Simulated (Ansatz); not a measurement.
Geometry relaxation of AlH$_{3}$BrCl

System: AlH$_{3}$BrCl.
Method: RKS B3LYP-D4/def2-SVP (Ansatz 0.2.0).

It belongs to a series of runs on one base structure; here: end point B relaxed.

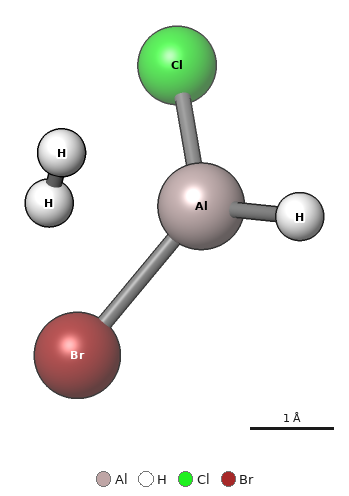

**Figure 1.** The starting structure (ball-and-stick view, seen at a tilt). Sticks mark near contacts. Bond lengths as drawn: Al–Br 2.37 Å, Al–Cl 2.10 Å, Al–H 1.56 Å and H–H 0.72 Å.

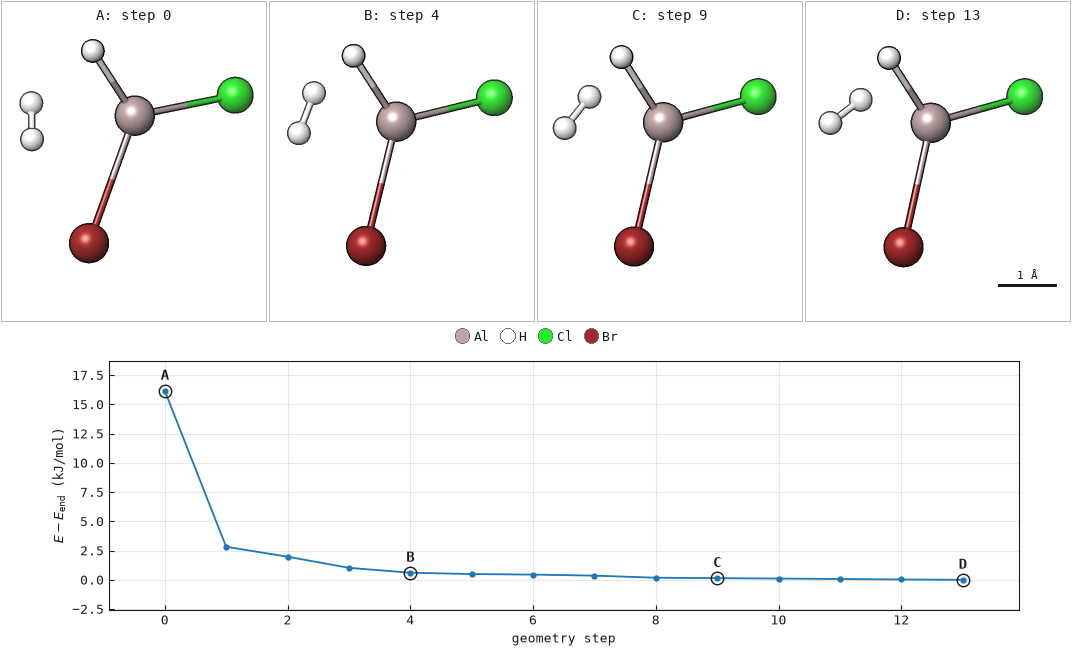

**Figure 2.** Frames of the relaxation (ball-and-stick view, seen at a tilt) above the curves, on which the letters mark them (the first geometry is step 0 here and step 1 in the log).

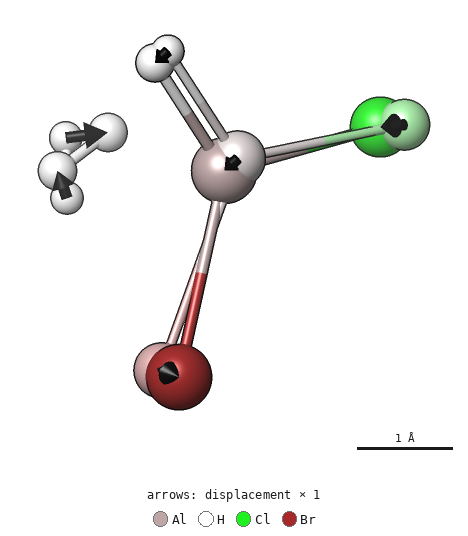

**Figure 3.** Start (faint) and end (solid) with the displacements as black arrows, at true length (ball-and-stick view, seen at a tilt). The two geometries are laid on each other by the best rigid fit. The largest move after the best rigid fit is that of H2, 0.45 Å. Largest moves by element: H 0.45 Å, Cl 0.32 Å, Br 0.32 Å, Al 0.19 Å. Among the contacts that change: Al1–Br5 2.370 → 2.260 Å, H2–H6 0.721 → 0.764 Å, Al1–Cl4 2.096 → 2.108 Å. After 13 geometry steps the energy has fallen by 16.2 kJ/mol. Largest force component: 1.8 eV/Å at the start, 0.0071 eV/Å at the end. (Atoms are counted from 1 in the order of the input.)

These pictures come from the run below.

Input
```yaml
crystal:
  periodic: [false, false, false]
  atoms:
    - { symbol: Al, position_ang: [-0.09472, -0.63041, -0.404405] }
    - { symbol: H, position_ang: [-0.072984, 0.155701, 2.238945] }
    - { symbol: H, position_ang: [1.288304, 0.051887, -0.635333] }
    - { symbol: Cl, position_ang: [-1.893486, 0.279534, -0.978983] }
    - { symbol: Br, position_ang: [-0.212538, -2.80466, 0.531156] }
    - { symbol: H, position_ang: [-0.071875, -0.554751, 2.11832] }
basis:
  gaussian: { orbitals: def2-SVP }
hamiltonian:
  xc: b3lyp
  dispersion: d4
relax:
  f_tol: 0.03
  max_steps: 50
```

Command:
```bash
ansatz run input.yaml --threads 2 --pin off --max-ram 3072MiB --backend cpu --events-out ev --progress --plain --runs-dir out
```

What the program printed
```
The last accepted step is kept in [file] (removed where the run ends without a failure and the disk answers)
Engine: ansatz 0.2.0, aarch64-unknown-linux-gnu
Functional definition: B3LYP
  parameter a0 = 0.2
  parameter ax = 0.72
  parameter ac = 0.81
  exchange = (1 - a0 - ax)*slater_x + ax*b88_x + a0*exact_x
  correlation = (1 - ac)*vwn_rpa_c + ac*lyp_c
830 factors; integrals over basis functions are off by at most 7.3e-4 eV
mean field evaluation 1: about -89203.9679 eV, gradient 1.6e1 eV
mean field evaluation 2: about -89204.0738 eV, gradient 1.6e1 eV
mean field evaluation 4: about -89204.7633 eV, gradient 3.1e-1 eV
mean field evaluation 8: about -89204.7689 eV, gradient 2.9e-2 eV
mean field -89204.76887614 eV, -3278.2147910343 hartree, gradient 2.6e-5 eV, S^2 0.000000; 0 other end points of the search recorded, 0 dependent functions left out
the calculation of the forces begins
reference -89204.76912055 eV, -3278.2148000159 hartree; 34, 34 occupied and 49, 49 virtual orbitals, 830 factors
relax step   1: F+E_penalty+E_count = -89204.97841337 eV  Δ(F+E_penalty+E_count) = +0.000e0 eV  max|allowed force component| = 1.760e0 eV/Å  Δτ_max = 0.0000 Å  (24 SCF iters, accepted)
these checks for a lower state are left out or cut short: starts, cluster_reference, orbital_swaps, neighbouring_geometries, increment
830 factors; integrals over basis functions are off by at most 5.6e-4 eV
mean field evaluation 16: about -89204.9017 eV, gradient 1.0e-1 eV
mean field -89204.90707770 eV, -3278.2198698478 hartree, gradient 6.0e-6 eV, S^2 0.000000; 0 other end points of the search recorded, 0 dependent functions left out
[... from here on the field's lines of each further geometry are left out, up to the last ...]
relax step   2: F+E_penalty+E_count = -89205.11667349 eV  Δ(F+E_penalty+E_count) = -1.383e-1 eV  max|allowed force component| = 3.947e-1 eV/Å  Δτ_max = 0.1941 Å  (28 SCF iters, accepted)
relax step   3: F+E_penalty+E_count = -89205.12547070 eV  Δ(F+E_penalty+E_count) = -8.797e-3 eV  max|allowed force component| = 3.313e-1 eV/Å  Δτ_max = 0.0843 Å  (24 SCF iters, accepted)
relax step   4: F+E_penalty+E_count = -89205.13533184 eV  Δ(F+E_penalty+E_count) = -9.861e-3 eV  max|allowed force component| = 9.911e-2 eV/Å  Δτ_max = 0.1950 Å  (26 SCF iters, accepted)
relax step   5: F+E_penalty+E_count = -89205.13967822 eV  Δ(F+E_penalty+E_count) = -4.346e-3 eV  max|allowed force component| = 1.460e-1 eV/Å  Δτ_max = 0.0774 Å  (24 SCF iters, accepted)
relax step   6: F+E_penalty+E_count = -89205.14084414 eV  Δ(F+E_penalty+E_count) = -1.166e-3 eV  max|allowed force component| = 5.183e-2 eV/Å  Δτ_max = 0.0227 Å  (24 SCF iters, accepted)
relax step   7: F+E_penalty+E_count = -89205.14134195 eV  Δ(F+E_penalty+E_count) = -4.978e-4 eV  max|allowed force component| = 1.544e-2 eV/Å  Δτ_max = 0.0212 Å  (22 SCF iters, accepted)
relax step   8: F+E_penalty+E_count = -89205.14224806 eV  Δ(F+E_penalty+E_count) = -9.061e-4 eV  max|allowed force component| = 7.080e-2 eV/Å  Δτ_max = 0.0501 Å  (23 SCF iters, accepted)
relax step   9: F+E_penalty+E_count = -89205.14410497 eV  Δ(F+E_penalty+E_count) = -1.857e-3 eV  max|allowed force component| = 1.214e-2 eV/Å  Δτ_max = 0.0666 Å  (23 SCF iters, accepted)
relax step  10: F+E_penalty+E_count = -89205.14449919 eV  Δ(F+E_penalty+E_count) = -3.942e-4 eV  max|allowed force component| = 1.019e-1 eV/Å  Δτ_max = 0.0304 Å  (22 SCF iters, accepted)
relax step  11: F+E_penalty+E_count = -89205.14483182 eV  Δ(F+E_penalty+E_count) = -3.326e-4 eV  max|allowed force component| = 1.072e-1 eV/Å  Δτ_max = 0.0223 Å  (22 SCF iters, accepted)
relax step  12: F+E_penalty+E_count = -89205.14523149 eV  Δ(F+E_penalty+E_count) = -3.997e-4 eV  max|allowed force component| = 1.068e-1 eV/Å  Δτ_max = 0.0321 Å  (24 SCF iters, accepted)
relax step  13: F+E_penalty+E_count = -89205.14566669 eV  Δ(F+E_penalty+E_count) = -4.352e-4 eV  max|allowed force component| = 6.353e-2 eV/Å  Δτ_max = 0.0267 Å  (22 SCF iters, accepted)
the calculation of the forces begins
reference -89204.93015232 eV, -3278.2207178245 hartree; 34, 34 occupied and 49, 49 virtual orbitals, 831 factors
relax step  14: F+E_penalty+E_count = -89205.14597235 eV  Δ(F+E_penalty+E_count) = -3.057e-4 eV  max|allowed force component| = 7.062e-3 eV/Å  Δτ_max = 0.0212 Å  (22 SCF iters, accepted)
831 factors; integrals over basis functions are off by at most 6.6e-4 eV
mean field evaluation 96: about -89204.9297 eV, gradient 3.0e-1 eV
mean field -89204.92991248 eV, -3278.2207090105 hartree, gradient 1.4e-5 eV, S^2 0.000000; 1 other end points of the search recorded, 0 dependent functions left out
the calculation of the forces begins
reference -89204.93015232 eV, -3278.2207178245 hartree; 34, 34 occupied and 49, 49 virtual orbitals, 831 factors
Total energy: -89205.14621220 eV, -3278.2286578784 hartree
Atom 0 at    -0.061910    -0.740730    -0.251005 Å, force    -0.007062    -0.000287     0.000630 eV/Å
Atom 1 at    -0.373677     0.247256     1.915774 Å, force    -0.000590    -0.002928     0.001237 eV/Å
Atom 2 at     1.327867    -0.061613    -0.475998 Å, force     0.006055     0.001849    -0.000968 eV/Å
Atom 3 at    -1.837754     0.315084    -0.670760 Å, force     0.003132    -0.001486     0.002737 eV/Å
Atom 4 at    -0.208186    -2.943568     0.231303 Å, force    -0.000253    -0.000910    -0.000162 eV/Å
Atom 5 at     0.096361    -0.319127     2.120385 Å, force    -0.001282     0.003763    -0.003475 eV/Å
Dipole moment:     0.181731     0.149587     0.195754 e Å
```

Trajectory as extended XYZ (Å, eV, eV/Å), 14 frames, from step=1 to step=14
```
6
Properties=species:S:1:pos:R:3:forces:R:3 step=1 energy=-89204.97841
Al   -0.0947   -0.6304   -0.4044   -0.0871  -1.1015   0.5987
H    -0.0730    0.1557    2.2389    0.0008   1.7596   0.2382
H     1.2883    0.0519   -0.6353    0.0274   0.0188  -0.0184
Cl   -1.8935    0.2795   -0.9790    0.0014   0.0038  -0.0079
Br   -0.2125   -2.8047    0.5312    0.0495   0.9111  -0.6113
H    -0.0719   -0.5548    2.1183    0.0080  -1.5917  -0.1995
6
Properties=species:S:1:pos:R:3:forces:R:3 step=2 energy=-89205.11667
Al   -0.0973   -0.6965   -0.3839    0.0295  -0.2105   0.0622
H    -0.0699    0.2780    2.2296   -0.0033  -0.3502  -0.0296
H     1.2773    0.0120   -0.6113    0.0044   0.0090   0.0396
Cl   -1.8830    0.2458   -0.9525   -0.0496   0.0453   0.0132
Br   -0.2166   -2.8458    0.3415    0.0156   0.1116  -0.0773
H    -0.0678   -0.4961    2.2463    0.0035   0.3947  -0.0081
6
Properties=species:S:1:pos:R:3:forces:R:3 step=3 energy=-89205.12547
Al   -0.0969   -0.7049   -0.3516    0.0350  -0.0253   0.0571
H    -0.0761    0.2794    2.1455   -0.0035  -0.2893  -0.0147
H     1.2765    0.0144   -0.5552   -0.0012  -0.0063   0.0121
Cl   -1.8810    0.2544   -0.9052   -0.0341   0.0253   0.0044
Br   -0.2135   -2.8549    0.3374    0.0039  -0.0359  -0.0420
H    -0.0662   -0.4911    2.1988   -0.0001   0.3313  -0.0169
6
Properties=species:S:1:pos:R:3:forces:R:3 step=4 energy=-89205.13533
Al   -0.0928   -0.7273   -0.2386    0.0188   0.0521  -0.0492
H    -0.0988    0.3194    1.9559   -0.0303   0.0575  -0.0522
H     1.2792    0.0025   -0.4179    0.0021  -0.0366  -0.0231
Cl   -1.8729    0.2670   -0.7678    0.0005  -0.0131   0.0118
Br   -0.2062   -2.9325    0.2615    0.0029   0.0393   0.0175
H    -0.0658   -0.4317    2.0765    0.0060  -0.0991   0.0953
6
Properties=species:S:1:pos:R:3:forces:R:3 step=5 energy=-89205.13968
Al   -0.0861   -0.7143   -0.2629   -0.0121  -0.0425   0.0035
H    -0.1217    0.2956    1.9469   -0.0055  -0.1359   0.0550
H     1.2913   -0.0025   -0.4636    0.0003   0.0010  -0.0016
Cl   -1.8738    0.2712   -0.7793    0.0166   0.0081   0.0157
Br   -0.2052   -2.9106    0.2754    0.0076   0.0234  -0.0042
H    -0.0618   -0.4422    2.1531   -0.0069   0.1460  -0.0684
6
Properties=species:S:1:pos:R:3:forces:R:3 step=6 energy=-89205.14084
Al   -0.0823   -0.7194   -0.2621   -0.0059  -0.0066   0.0163
H    -0.1338    0.3005    1.9475   -0.0129  -0.0518   0.0133
H     1.2947   -0.0078   -0.4658    0.0036  -0.0053  -0.0090
Cl   -1.8687    0.2782   -0.7582    0.0057   0.0012   0.0002
Br   -0.1992   -2.9145    0.2767    0.0021   0.0114  -0.0052
H    -0.0680   -0.4396    2.1316    0.0074   0.0511  -0.0156
6
Properties=species:S:1:pos:R:3:forces:R:3 step=7 energy=-89205.14134
Al   -0.0791   -0.7203   -0.2562   -0.0019   0.0027   0.0080
H    -0.1526    0.3000    1.9377   -0.0154  -0.0153   0.0038
H     1.2993   -0.0141   -0.4694    0.0032  -0.0028  -0.0066
Cl   -1.8646    0.2847   -0.7411    0.0019   0.0000  -0.0038
Br   -0.1950   -2.9163    0.2766   -0.0021   0.0028  -0.0014
H    -0.0654   -0.4367    2.1222    0.0144   0.0126   0.0000
6
Properties=species:S:1:pos:R:3:forces:R:3 step=8 energy=-89205.14225
Al   -0.0729   -0.7213   -0.2496    0.0079   0.0123  -0.0085
H    -0.2017    0.2960    1.9288    0.0007  -0.0708   0.0145
H     1.3084   -0.0267   -0.4842   -0.0011   0.0001   0.0045
Cl   -1.8555    0.2978   -0.7164   -0.0053  -0.0006  -0.0054
Br   -0.1898   -2.9174    0.2779   -0.0078  -0.0096   0.0031
H    -0.0458   -0.4311    2.1133    0.0056   0.0686  -0.0082
6
Properties=species:S:1:pos:R:3:forces:R:3 step=9 energy=-89205.14410
Al   -0.0702   -0.7283   -0.2542    0.0038  -0.0019  -0.0011
H    -0.2638    0.2880    1.9339   -0.0121  -0.0025  -0.0100
H     1.3138   -0.0369   -0.4801    0.0028  -0.0014   0.0001
Cl   -1.8504    0.3005   -0.7093   -0.0066   0.0066  -0.0010
Br   -0.1994   -2.9263    0.2615    0.0001   0.0008   0.0017
H     0.0128   -0.3997    2.1179    0.0120  -0.0015   0.0103
6
Properties=species:S:1:pos:R:3:forces:R:3 step=10 energy=-89205.14450
Al   -0.0688   -0.7288   -0.2528    0.0099   0.0000   0.0050
H    -0.2906    0.2778    1.9238    0.0380  -0.0994   0.0258
H     1.3169   -0.0418   -0.4817    0.0006  -0.0006  -0.0020
Cl   -1.8471    0.3078   -0.7001   -0.0054   0.0019  -0.0005
Br   -0.1987   -2.9265    0.2628   -0.0040  -0.0039  -0.0032
H     0.0311   -0.3912    2.1176   -0.0390   0.1019  -0.0251
6
Properties=species:S:1:pos:R:3:forces:R:3 step=11 energy=-89205.14483
Al   -0.0666   -0.7307   -0.2526    0.0018  -0.0096  -0.0027
H    -0.3103    0.2734    1.9278    0.0500  -0.1060   0.0241
H     1.3195   -0.0451   -0.4834    0.0025  -0.0012   0.0036
Cl   -1.8450    0.3068   -0.6978   -0.0052   0.0073   0.0035
Br   -0.2033   -2.9298    0.2555    0.0023   0.0023  -0.0005
H     0.0484   -0.3773    2.1202   -0.0515   0.1072  -0.0280
6
Properties=species:S:1:pos:R:3:forces:R:3 step=12 energy=-89205.14523
Al   -0.0643   -0.7365   -0.2558    0.0057  -0.0068   0.0257
H    -0.3377    0.2636    1.9143    0.0610  -0.1038   0.0385
H     1.3232   -0.0515   -0.4792    0.0029  -0.0047  -0.0085
Cl   -1.8411    0.3135   -0.6799   -0.0068   0.0007  -0.0069
Br   -0.2032   -2.9365    0.2477   -0.0006   0.0079  -0.0103
H     0.0659   -0.3552    2.1227   -0.0623   0.1068  -0.0384
6
Properties=species:S:1:pos:R:3:forces:R:3 step=13 energy=-89205.14567
Al   -0.0651   -0.7371   -0.2498    0.0098  -0.0122  -0.0076
H    -0.3558    0.2547    1.9180    0.0408  -0.0611   0.0221
H     1.3241   -0.0570   -0.4781    0.0012   0.0008   0.0037
Cl   -1.8400    0.3137   -0.6819   -0.0035   0.0012   0.0083
Br   -0.2060   -2.9400    0.2383   -0.0026   0.0078   0.0005
H     0.0855   -0.3371    2.1233   -0.0457   0.0635  -0.0271
6
Properties=species:S:1:pos:R:3:forces:R:3 step=14 energy=-89205.14597
Al   -0.0619   -0.7407   -0.2510   -0.0071  -0.0003   0.0006
H    -0.3737    0.2473    1.9158   -0.0006  -0.0029   0.0012
H     1.3279   -0.0616   -0.4760    0.0061   0.0018  -0.0010
Cl   -1.8378    0.3151   -0.6708    0.0031  -0.0015   0.0027
Br   -0.2082   -2.9436    0.2313   -0.0003  -0.0009  -0.0002
H     0.0964   -0.3191    2.1204   -0.0013   0.0038  -0.0035
```

Key numbers

```tsv
quantity	value
outcome	converged
total energy	−89205.1462 eV
mean-field energy	−89204.9302 eV
largest force (length of the vector) at the end	0.007 eV/Å
hardware	2 threads of Arm Neoverse N1, 54 GiB of memory available, shared host
wall time	46 s (CPU time 87 s)
peak memory	0.17 GiB
```
